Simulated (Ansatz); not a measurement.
# The perfect GaSb wire along [110], 6 atoms a period, H-terminated

Wanted: the relaxed geometry and the bands of the GaSb wire along [110], 6 atoms a period, H-terminated.

Method: DFT PBE, plane waves, PAW; relaxation of a wire's period; PAW set soft_1, in the first sound run; inputs show where later runs differ, in Ansatz 0.2.0.

## (1) The structure

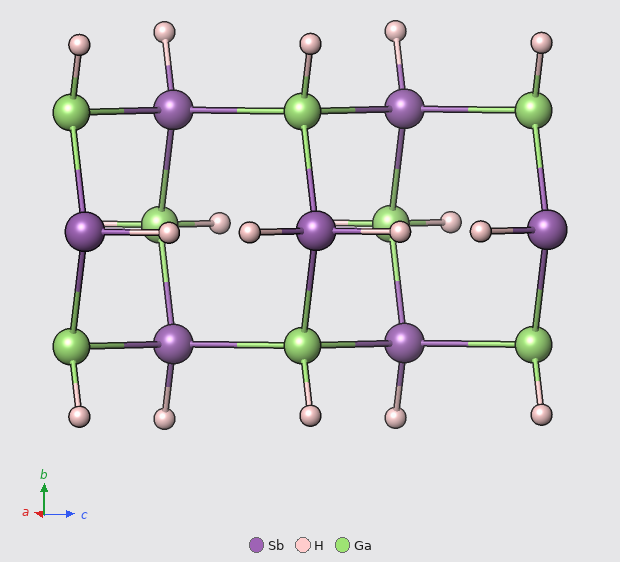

The starting structure, seen from the side, with the c axis across the page (antimony purple, hydrogen pink, gallium green). 1×1×2 cells are drawn. Some periodic images of atoms are drawn too.

The cell holds 14 atoms: 3 Sb, 8 H and 3 Ga. Its edges and angles: a = 13.380 Å, b = 14.049 Å, c = 4.391 Å, α = 90.0°, β = 90.0°, γ = 90.0°. Vacuum lies along a and b. The structure's axis is c.

## (2) Relaxing the period

Band widths follow the bond lengths, so the wire is relaxed first. The atoms and the third cell vector are free; the box across stays fixed as vacuum. A Fermi-Dirac smearing is set since the result may be a metal. The pressure printed is a third of the stress's trace over the whole box, vacuum included; only the stress along the axis is relaxed.

File input.yaml:

```yaml
crystal:
  lattice:
    - [13.38, 0.0, 0.0]
    - [0.0, 14.049, 0.0]
    - [0.0, 0.0, 4.3911331112]
  atoms:
    - { symbol: Sb, position: [0.32962354, 0.499995414, 0.0] }
    - { symbol: H, position: [0.377477545, 0.748100699, 0.0] }
    - { symbol: Ga, position: [0.445654931, 0.656274619, 0.0] }
    - { symbol: Ga, position: [0.445654931, 0.343716209, 0.0] }
    - { symbol: H, position: [0.745895097, 0.499995414, 0.206211457] }
    - { symbol: H, position: [0.254110613, 0.499995414, 0.325398702] }
    - { symbol: Sb, position: [0.561686321, 0.656274619, 0.5] }
    - { symbol: Sb, position: [0.561686321, 0.343716209, 0.5] }
    - { symbol: H, position: [0.637199248, 0.757980721, 0.5] }
    - { symbol: H, position: [0.637199248, 0.242010107, 0.5] }
    - { symbol: Ga, position: [0.677717711, 0.499995414, 0.5] }
    - { symbol: H, position: [0.254110613, 0.499995414, 0.674601298] }
    - { symbol: H, position: [0.745895097, 0.499995414, 0.793788543] }
    - { symbol: H, position: [0.377477545, 0.251890129, 0.0] }
kpoints:
  mp_grid: { grid: [1, 1, 19] }
scf:
  occupations: { method: fermi_dirac, width: 0.05 }
hamiltonian:
  xc: pbe
  pseudopotentials: { kind: paw, azcp: { folder: soft_1 } }
relax:
  cell: { fix: [a, b, alpha, beta, gamma] }
  max_steps: 45
  f_tol: 0.03
```

Started as:

```sh
> ansatz run input.yaml --threads 4 --pin off --max-ram 16384MiB --backend cpu --events-out ev --progress --plain --runs-dir out
```

Numbers of over 12 decimals in the logs are rounded to 6 here.

What it wrote:

```text
Engine: ansatz 0.2.0, aarch64-unknown-linux-gnu
Pseudopotentials: kind: paw
Pseudopotential: Sb, paw, valence charge 15, recommended cutoff 420 eV (normal), soft_1/Sb.paw.azcp
Pseudopotential: H, paw, valence charge 1, recommended cutoff 420 eV (normal), soft_1/H.paw.azcp
Pseudopotential: Ga, paw, valence charge 13, recommended cutoff 420 eV (normal), soft_1/Ga.paw.azcp
Functional definition: PBE
  parameter kappa = 0.804
  parameter beta = 0.066725
  exchange = pbe_x(kappa = kappa, mu = beta*pi^2/3)
  correlation = pbe_c(beta = beta)
Crystal: 14 atoms, lattice volume = 825.426 Å³
Basis set: ecut = 420 eV, 16169 PW (Γ), exchange–correlation on 180×192×60 points (8 copies of the dense FFT grid, shifted against one another)
Bands: 60, of which v1, the nominal top of the filled ones, is band 46 counted from 1 (45 counted from 0)
Symmetry: 4 space group operations
Space group: Pmm2 (ITA 25), of the structure as read, at distance tolerance 9.4e-5 Å
k-points: 10 of 19
Non-local potential: Sb, projectors of the file, l = 0: 2, l = 1: 2, l = 2: 2, l = 3: 1
Non-local potential: H, projectors of the file, l = 0: 2, l = 1: 1
Non-local potential: Ga, projectors of the file, l = 0: 2, l = 1: 2, l = 2: 3, l = 3: 1
PAW form: soft (Blöchl's): semilocal exchange-correlation on the pseudo side does not see the compensation charge
PAW one-centre angular grid: Sb, 590 points (default); XC on 64 Gauss nodes
PAW one-centre angular grid: H, 110 points (default); XC on 64 Gauss nodes
PAW one-centre angular grid: Ga, 590 points (default); XC on 64 Gauss nodes
Initial density: superposition of atomic densities (neutral atoms: chi_scale 0, normalization atom)
Initial wavefunctions: pseudopotential atomic-orbital guess
Functional: x = pbe(κ = 0.804, μ = 0.219515), c = pbe(β = 0.066725)
SCF iter   1: F=—  HF=-30929.349747 eV  |F-HF|=—  |Δ(HF+E_count)|=         —  Δρ=3.04e-2  dr2=8.38e0  ethr=3.10e-3  ⟨swp⟩=7.6  Hψ=2723  notcnv=0  defer=9
preconditioner: auto → Resta (q_TF=auto, 1.893 Å⁻¹)  ε∞=1.6  [insulator: Δε(μ)=1.776 eV  Ē_g=13.305 eV  σ=0.050 eV  W_gap=1.00  n_scr=94 (ndim 8)  ℏωp=10.2 eV  f_vac=0.622  D(μ)=0.00/eV (n_scr^D=0)  ε∞_Penn≈1.6  vacuum switching on, ρ_ref=1.3e-2 e/Å³]
SCF iter   2: F=—  HF=-30926.984554 eV  |F-HF|=—  |Δ(HF+E_count)|=    2.37e0  Δρ=1.17e-2  dr2=1.28e0  ethr=3.10e-3  ⟨swp⟩=3.8  Hψ=973  notcnv=0  defer=81
SCF iter   3: F=—  HF=-30926.742613 eV  |F-HF|=—  |Δ(HF+E_count)|=   2.42e-1  Δρ=4.15e-3  dr2=3.41e-1  ethr=1.39e-3  ⟨swp⟩=4.1  Hψ=1217  notcnv=0  defer=79
SCF iter   4: F=—  HF=-30926.670019 eV  |F-HF|=—  |Δ(HF+E_count)|=   7.26e-2  Δρ=1.38e-3  dr2=2.10e-2  ethr=3.70e-4  ⟨swp⟩=4.0  Hψ=985  notcnv=0  defer=79
SCF iter   5: F=—  HF=-30926.669845 eV  |F-HF|=—  |Δ(HF+E_count)|=   1.74e-4  Δρ=4.74e-4  dr2=1.90e-3  ethr=2.29e-5  ⟨swp⟩=3.5  Hψ=956  notcnv=0  defer=74
SCF iter   6: F=—  HF=-30926.670139 eV  |F-HF|=—  |Δ(HF+E_count)|=   2.94e-4  Δρ=1.77e-4  dr2=2.71e-4  ethr=2.06e-6  ⟨swp⟩=2.0  Hψ=658  notcnv=0  defer=74
SCF iter   7: F=—  HF=-30926.670267 eV  |F-HF|=—  |Δ(HF+E_count)|=   1.28e-4  Δρ=5.52e-5  dr2=3.01e-5  ethr=2.94e-7  ⟨swp⟩=2.0  Hψ=686  notcnv=0  defer=74
SCF iter   8: F=—  HF=-30926.670223 eV  |F-HF|=—  |Δ(HF+E_count)|=   4.36e-5  Δρ=1.75e-5  dr2=2.74e-6  ethr=3.27e-8  ⟨swp⟩=2.0  Hψ=848  notcnv=0  defer=74
SCF iter   9: F=—  HF=-30926.670225 eV  |F-HF|=—  |Δ(HF+E_count)|=   1.97e-6  Δρ=5.56e-6  dr2=3.23e-7  ethr=2.98e-9  ⟨swp⟩=2.8  Hψ=948  notcnv=0  defer=74
SCF iter  10: F=-30926.670226 eV  HF=-30926.670226 eV  |F-HF|=2.07e-9  |Δ(HF+E_count)|=   4.80e-7  Δρ=2.41e-6  dr2=4.12e-8  ethr=1.09e-10  ⟨swp⟩=5.0  Hψ=2229  notcnv=0
SCF 1 converged in 10 iterations: F = -30926.670226 eV  dr2 = 4.12e-8
  greatest PAW one-centre occupation: 0.995 electrons in one spin orbital (limit 2), on the Sb atom at site 0 (counted from 0), in its partial waves of l = 2
relax step   1: F+E_penalty+E_count = -30926.67022565 eV  Δ(F+E_penalty+E_count) = +0.000e0 eV  max|allowed force component| = 1.242e0 eV/Å  Δτ_max = 0.0000 Å  P = -0.159 GPa  Ω = 825.426 Å³  fix = [a, b, alpha, beta, gamma]  reactions: a -0.395, b -0.343 GPa  (10 SCF iters, dr2 threshold 1.00e-7 eV, accepted)
Crystal: 14 atoms, lattice volume = 832.164 Å³
Basis set: ecut = 420 eV, 16345 PW (Γ), exchange–correlation on 180×192×60 points (8 copies of the dense FFT grid, shifted against one another)
Initial density: handed on by an earlier stage of this run
Initial wavefunctions: those handed on with the density
iter 1 solved again at ethr=6.55e-4 eV; its pass at ethr=3.10e-3 eV (dr2=6.03e-1 eV) is discarded
SCF iter   1: F=—  HF=-30927.456851 eV  |F-HF|=—  |Δ(HF+E_count)|=         —  Δρ=9.97e-3  dr2=6.03e-1  ethr=6.55e-4  ⟨swp⟩=3.1  Hψ=3234  notcnv=0
preconditioner: auto → Resta (q_TF=auto, 1.890 Å⁻¹)  ε∞=1.6  [insulator: Δε(μ)=1.355 eV  Ē_g=13.048 eV  σ=0.050 eV  W_gap=1.00  n_scr=94 (ndim 8)  ℏωp=10.1 eV  f_vac=0.669  D(μ)=0.00/eV (n_scr^D=0)  ε∞_Penn≈1.6  vacuum switching on, ρ_ref=1.2e-2 e/Å³]
SCF iter   2: F=—  HF=-30927.326932 eV  |F-HF|=—  |Δ(HF+E_count)|=   1.30e-1  Δρ=4.98e-3  dr2=1.06e-1  ethr=6.55e-4  ⟨swp⟩=4.9  Hψ=1145  notcnv=0  defer=6
SCF iter   3: F=—  HF=-30927.323586 eV  |F-HF|=—  |Δ(HF+E_count)|=   3.35e-3  Δρ=1.48e-3  dr2=3.52e-2  ethr=1.16e-4  ⟨swp⟩=3.7  Hψ=1159  notcnv=0  defer=61
SCF iter   4: F=—  HF=-30927.316890 eV  |F-HF|=—  |Δ(HF+E_count)|=   6.70e-3  Δρ=3.90e-4  dr2=1.39e-3  ethr=3.82e-5  ⟨swp⟩=2.9  Hψ=747  notcnv=0  defer=61
SCF iter   5: F=—  HF=-30927.316882 eV  |F-HF|=—  |Δ(HF+E_count)|=   8.43e-6  Δρ=1.06e-4  dr2=1.21e-4  ethr=1.51e-6  ⟨swp⟩=2.0  Hψ=919  notcnv=0  defer=61
SCF iter   6: F=—  HF=-30927.316876 eV  |F-HF|=—  |Δ(HF+E_count)|=   5.66e-6  Δρ=4.20e-5  dr2=1.09e-5  ethr=1.32e-7  ⟨swp⟩=2.0  Hψ=849  notcnv=0  defer=61
SCF iter   7: F=-30927.316881 eV  HF=-30927.316880 eV  |F-HF|=6.80e-7  |Δ(HF+E_count)|=   4.19e-6  Δρ=1.31e-5  dr2=9.79e-7  ethr=1.52e-9  ⟨swp⟩=5.0  Hψ=2330  notcnv=0
SCF 2 converged in 7 iterations: F = -30927.316881 eV  dr2 = 9.79e-7
relax step   2: F+E_penalty+E_count = -30927.31688077 eV  Δ(F+E_penalty+E_count) = -6.467e-1 eV  max|allowed force component| = 5.446e-1 eV/Å  Δτ_max = 0.1950 Å  P = -0.100 GPa  Ω = 832.164 Å³  energy of the carried Pulay correction = -8.128e-4 eV  fix = [a, b, alpha, beta, gamma]  reactions: a -0.272, b -0.069 GPa  (7 SCF iters, dr2 threshold 1.40e-6 eV, accepted)
Crystal: 14 atoms, lattice volume = 842.535 Å³
Basis set: ecut = 420 eV, 16561 PW (Γ), exchange–correlation on 180×192×60 points (8 copies of the dense FFT grid, shifted against one another)
iter 1 solved again at ethr=5.06e-5 eV; its pass at ethr=3.10e-3 eV (dr2=4.66e-2 eV) is discarded
SCF iter   1: F=—  HF=-30927.386103 eV  |F-HF|=—  |Δ(HF+E_count)|=         —  Δρ=2.82e-3  dr2=4.77e-2  ethr=5.06e-5  ⟨swp⟩=2.4  Hψ=2830  notcnv=0
preconditioner: auto → Resta (q_TF=auto, 1.886 Å⁻¹)  ε∞=1.6  [insulator: Δε(μ)=1.942 eV  Ē_g=13.218 eV  σ=0.050 eV  W_gap=1.00  n_scr=94 (ndim 8)  ℏωp=10.1 eV  f_vac=0.671  D(μ)=0.00/eV (n_scr^D=0)  ε∞_Penn≈1.6  vacuum switching on, ρ_ref=1.3e-2 e/Å³]
SCF iter   2: F=—  HF=-30927.378933 eV  |F-HF|=—  |Δ(HF+E_count)|=   7.17e-3  Δρ=1.30e-3  dr2=7.96e-3  ethr=5.06e-5  ⟨swp⟩=3.1  Hψ=896  notcnv=0
SCF iter   3: F=—  HF=-30927.378943 eV  |F-HF|=—  |Δ(HF+E_count)|=   1.08e-5  Δρ=4.00e-4  dr2=2.21e-3  ethr=8.65e-6  ⟨swp⟩=2.0  Hψ=1060  notcnv=0
SCF iter   4: F=—  HF=-30927.378577 eV  |F-HF|=—  |Δ(HF+E_count)|=   3.66e-4  Δρ=8.71e-5  dr2=8.37e-5  ethr=2.41e-6  ⟨swp⟩=2.3  Hψ=781  notcnv=0
SCF iter   5: F=—  HF=-30927.378553 eV  |F-HF|=—  |Δ(HF+E_count)|=   2.45e-5  Δρ=3.01e-5  dr2=9.23e-6  ethr=9.10e-8  ⟨swp⟩=2.0  Hψ=910  notcnv=0
SCF iter   6: F=-30927.378554 eV  HF=-30927.378553 eV  |F-HF|=3.54e-7  |Δ(HF+E_count)|=   7.17e-7  Δρ=1.07e-5  dr2=9.19e-7  ethr=1.52e-9  ⟨swp⟩=5.0  Hψ=2330  notcnv=0
SCF 3 converged in 6 iterations: F = -30927.378554 eV  dr2 = 9.19e-7
relax step   3: F+E_penalty+E_count = -30927.37855362 eV  Δ(F+E_penalty+E_count) = -6.167e-2 eV  max|allowed force component| = 9.286e-2 eV/Å  Δτ_max = 0.0983 Å  P = +0.070 GPa  Ω = 842.535 Å³  energy of the carried Pulay correction = -2.051e-3 eV  fix = [a, b, alpha, beta, gamma]  reactions: a +0.038, b -0.000 GPa  (6 SCF iters, dr2 threshold 1.40e-6 eV, accepted)
[...]
relax step   4: F+E_penalty+E_count = -30927.38460039 eV  Δ(F+E_penalty+E_count) = -6.047e-3 eV  max|allowed force component| = 5.021e-2 eV/Å  Δτ_max = 0.0258 Å  P = +0.020 GPa  Ω = 846.199 Å³  energy of the carried Pulay correction = -2.485e-3 eV  fix = [a, b, alpha, beta, gamma]  reactions: a +0.005, b +0.019 GPa  (6 SCF iters, dr2 threshold 5.39e-7 eV, accepted)
[...]
relax step   5: F+E_penalty+E_count = -30927.38485150 eV  Δ(F+E_penalty+E_count) = -2.511e-4 eV  max|allowed force component| = 4.632e-3 eV/Å  Δτ_max = 0.0046 Å  P = +0.002 GPa  Ω = 847.542 Å³  energy of the carried Pulay correction = -2.643e-3 eV  fix = [a, b, alpha, beta, gamma]  reactions: a -0.004, b +0.002 GPa  (5 SCF iters, dr2 threshold 1.58e-7 eV, accepted)
Basis set: ecut = 420 eV, 16653 PW (Γ), exchange–correlation on 180×192×64 points (8 copies of the dense FFT grid, shifted against one another)
Initial wavefunctions: pseudopotential atomic-orbital guess (no wavefunctions were taken with the density)
iter 1 solved again at ethr=1.05e-6 eV; its pass at ethr=3.10e-3 eV (dr2=9.66e-4 eV) is discarded
SCF iter   1: F=—  HF=-30927.372627 eV  |F-HF|=—  |Δ(HF+E_count)|=         —  Δρ=1.61e-4  dr2=6.02e-6  ethr=1.05e-6  ⟨swp⟩=3.5  Hψ=4399  notcnv=0
preconditioner: auto → Resta (q_TF=auto, 1.884 Å⁻¹)  ε∞=1.6  [insulator: Δε(μ)=2.006 eV  Ē_g=13.192 eV  σ=0.050 eV  W_gap=1.00  n_scr=94 (ndim 8)  ℏωp=10.0 eV  f_vac=0.670  D(μ)=0.00/eV (n_scr^D=0)  ε∞_Penn≈1.6  vacuum switching on, ρ_ref=1.3e-2 e/Å³]
SCF iter   2: F=—  HF=-30927.382760 eV  |F-HF|=—  |Δ(HF+E_count)|=   1.01e-2  Δρ=8.10e-5  dr2=1.92e-6  ethr=6.55e-9  ⟨swp⟩=3.0  Hψ=1088  notcnv=0
SCF iter   3: F=—  HF=-30927.387434 eV  |F-HF|=—  |Δ(HF+E_count)|=   4.67e-3  Δρ=1.41e-5  dr2=7.42e-7  ethr=2.09e-9  ⟨swp⟩=3.0  Hψ=1128  notcnv=0
SCF iter   4: F=—  HF=-30927.387674 eV  |F-HF|=—  |Δ(HF+E_count)|=   2.40e-4  Δρ=1.80e-6  dr2=3.81e-8  ethr=8.07e-10  ⟨swp⟩=2.0  Hψ=910  notcnv=0
SCF iter   5: F=—  HF=-30927.387676 eV  |F-HF|=—  |Δ(HF+E_count)|=   1.95e-6  Δρ=9.58e-7  dr2=4.91e-9  ethr=4.15e-11  ⟨swp⟩=2.0  Hψ=727  notcnv=0
SCF iter   6: F=—  HF=-30927.387679 eV  |F-HF|=—  |Δ(HF+E_count)|=   2.68e-6  Δρ=3.02e-7  dr2=1.76e-9  ethr=5.34e-12  ⟨swp⟩=3.6  Hψ=1275  notcnv=0
SCF iter   7: F=-30927.387679 eV  HF=-30927.387679 eV  |F-HF|=6.91e-11  |Δ(HF+E_count)|=   1.73e-8  Δρ=7.69e-8  dr2=4.44e-11  ethr=1.00e-12  ⟨swp⟩=4.0  Hψ=2504  notcnv=0
SCF 6 converged in 7 iterations: F = -30927.387679 eV  dr2 = 4.44e-11
relax step   6: F+E_penalty+E_count = -30927.38767906 eV  Δ(F+E_penalty+E_count) = -2.828e-3 eV  max|allowed force component| = 4.831e-3 eV/Å  Δτ_max = 0.0000 Å  P = +0.004 GPa  Ω = 847.542 Å³  fix = [a, b, alpha, beta, gamma]  reactions: a -0.003, b +0.003 GPa  stress off target by 1.21e-2 GPa on what of the cell is left free  SCF on the basis re-selected at this cell (its energy is not comparable with the rows above)  (7 SCF iters)
basis re-selected at this cell: Δ(F+E_penalty+E_count) = -2.828e-3 eV, ΔP = +0.002 GPa vs the last step (what re-selecting the basis moved, of the pressure what is left beyond the Pulay correction that the steps carried, after the strain that the cell walked since its last selection, with what the two solves' SCF thresholds leave and, on support functions, any second-order correction that the steps lacked; it is no measure of the basis error at this ecutwfc). The dense FFT grid was sized anew with the basis: this SCF ran on 90×96×32 points, the steps before it on 90×96×30, so part of this shift can come from that change (see relax.cell in the input reference). [rest of the remark cut]
SCF converged after 7 iterations
Free energy (F): -30927.387679 eV
Harris-Foulkes:  -30927.387679 eV  (|F-HF|=6.91e-11)
Internal energy: -30927.387679 eV  (E = F + TS)
E sigma→0 (E₀):  -30927.387679 eV
Fermi energy:    -1.740366 eV
--- Per-component energies (eV) ---
  E_band       = -1628.285937
  E_kinetic    = 924.517290
  E_local      = -32208.151467  (includes V_loc(G=0)·N_el)
  E_nonlocal   = 898.673701
  E_hartree    = 15793.656337
  E_xc         = -549.913886
  E_vxc        = -521.847786  (∫ρ·V_xc dr)
  E_paw        = -19616.365506  (= ΣΔE_a)
  E_vpaw       = -2308.782924  (= ΣTr[D̂ρ^β])
  E_aug_tail   = -0.007515  (compensation charges beyond the density's cutoff)
  E_ewald      = 3830.203366
  E_smearing   = -0.000000  (= −TS)
  E_closure    = -0.000000  (closes the sum)
  Σ components = -30927.387679   (vs F -30927.387679, Δ=0.00e0)
--- Forces (eV/Å), atoms counted from 1 ---
  atom   1  Sb     0.00218653    -0.00000000     0.00000000
  atom   2  H     -0.00003405    -0.00025976    -0.00000000
  atom   3  Ga     0.00011142     0.00132754     0.00000000
  atom   4  Ga     0.00011142    -0.00132754    -0.00000000
  atom   5  H      0.00133900    -0.00000000    -0.00140660
  atom   6  H      0.00013037    -0.00000000    -0.00284527
  atom   7  Sb    -0.00341943     0.00483132    -0.00000000
  atom   8  Sb    -0.00341943    -0.00483132    -0.00000000
  atom   9  H      0.00198261    -0.00350150     0.00000000
  atom  10  H      0.00198261     0.00350150     0.00000000
  atom  11  Ga    -0.00240680     0.00000000    -0.00000000
  atom  12  H      0.00013037    -0.00000000     0.00284527
  atom  13  H      0.00133900    -0.00000000     0.00140660
  atom  14  H     -0.00003405     0.00025976     0.00000000
  max |Σ_I F_I| component: 4.20e-7 eV/Å
--- Stress (GPa, compression-positive) ---
       -0.002795      -0.000000      -0.000000
       -0.000000       0.003170       0.000000
       -0.000000       0.000000       0.012065
  P = ⅓ Tr σ = 0.0041 GPa (0.041 kbar)
--- Relaxed structure (5 steps of the walk, 5 accepted, 1 SCFs on fresh bases) ---
  F+E_penalty+E_count = -30927.38767906 eV   max|allowed force component| = 4.831e-3 eV/Å   (the final SCF, on the basis selected at the relaxed cell)
  cell:  # Å, volume = 847.5421 Å³
    - [13.38, 0, 0]
    - [0, 14.049, 0]
    - [0, 0, 4.508788]
  atoms:
    - { symbol: Sb, position: [0.348151, 0.499995, 0] }
    - { symbol: H, position: [0.371721, 0.753957, 0] }
    - { symbol: Ga, position: [0.447342, 0.668955, 0] }
    - { symbol: Ga, position: [0.447342, 0.331036, 0] }
    - { symbol: H, position: [0.743248, 0.499995, 0.192665] }
    - { symbol: H, position: [0.261971, 0.499995, 0.280153] }
    - { symbol: Sb, position: [0.556500, 0.645485, 0.5] }
    - { symbol: Sb, position: [0.556500, 0.354505, 0.5] }
    - { symbol: H, position: [0.625309, 0.748494, 0.5] }
    - { symbol: H, position: [0.625309, 0.251497, 0.5] }
    - { symbol: Ga, position: [0.691060, 0.499995, 0.5] }
    - { symbol: H, position: [0.261971, 0.499995, 0.719847] }
    - { symbol: H, position: [0.743248, 0.499995, 0.807335] }
    - { symbol: H, position: [0.371721, 0.246034, 0] }
```

Wall time 71 s (4 threads of Arm Neoverse V1, shared host); peak memory 1.5 GiB; 4.6 min of CPU time.

Relaxation path:

```
step  energy less that of the first step (eV)  largest force component (eV/Å)  pressure (GPa)  volume (Å³)
   1                                   0.0000                          1.2417           -0.16       825.43
   2                                  -0.6467                          0.5446           -0.10       832.16
   3                                  -0.7083                          0.0929            0.07       842.53
   4                                  -0.7144                          0.0502            0.02       846.20
   5                                  -0.7146                          0.0046            0.00       847.54
  6*                                  -0.7175                          0.0048            0.00       847.54
```

Relaxation steps marked * repeat the geometry before them on a plane-wave basis chosen anew for their cell, so energy and pressure can jump there.

The run keeps the 4 symmetry operations that it works with, so distortions that break them were not tested.

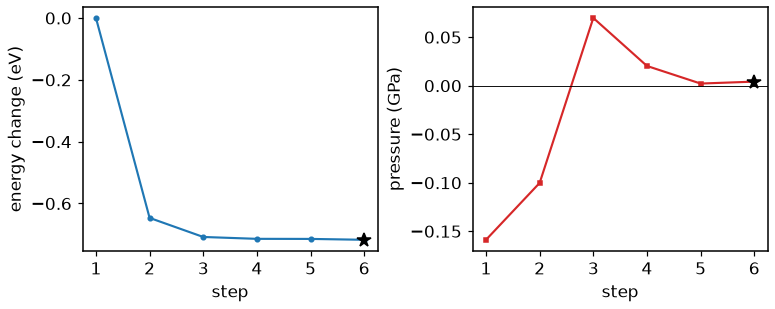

Energy and pressure along the relaxation. Stars mark steps on a basis chosen anew.

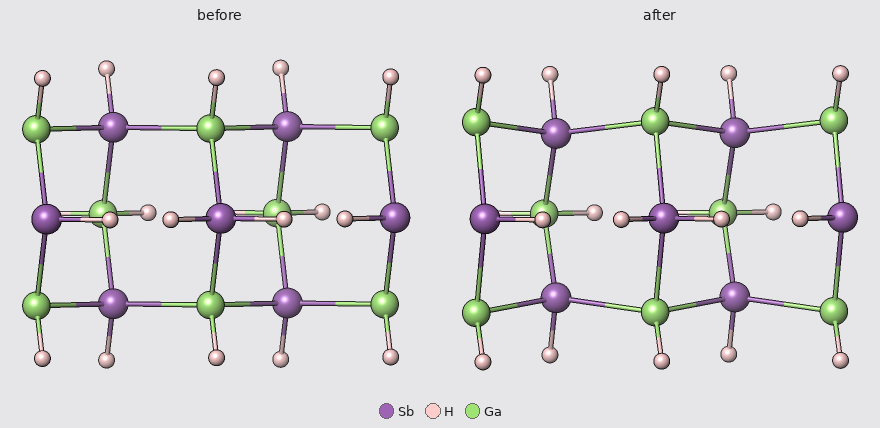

Before and after, at one scale.

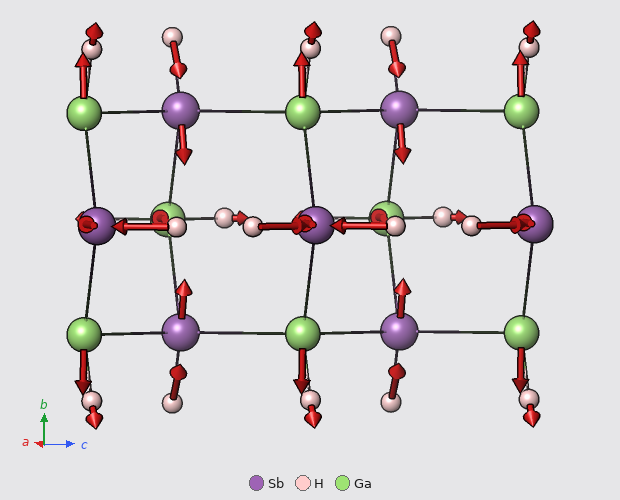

Displacements in the relaxation, exaggerated, measured against the changing cell; the longest in the cell stands for 0.25 Å. 1×1×2 cells are drawn. Some periodic images of atoms are drawn too.

```
cell as run  before  after  change
      c (Å)   4.391  4.509  +2.7 %
```

The atoms that moved most (Å, along periodic axes as changes of fractional coordinates times the final cell, across vacuum about the mean position):

```
atom      dx      dy      dz  length
 Sb1   0.248   0.000   0.000   0.248
 H12   0.105   0.000   0.204   0.230
  H6   0.105   0.000  -0.204   0.230
 H10  -0.159   0.133   0.000   0.208
  H9  -0.159  -0.133   0.000   0.208
 Ga4   0.023  -0.178   0.000   0.180
 Ga3   0.023   0.178   0.000   0.180
Ga11   0.179   0.000   0.000   0.179
```

Numbers from this step:

* cell length along the wire: 4.509 Å

The cell's length comes to 4.509 Å with spin left out.

(Part 1 of 2 ends here.)

[Logs are printed without paths, hosts, clocks, repeated set-up lines and the standing remarks that a program may print on its own settings, such as how far it seeks lower states.]

[Hosts, paths, dates, database ids (printed as entryN), source tags and the programs' standing remarks are cut or masked in the printed files.]
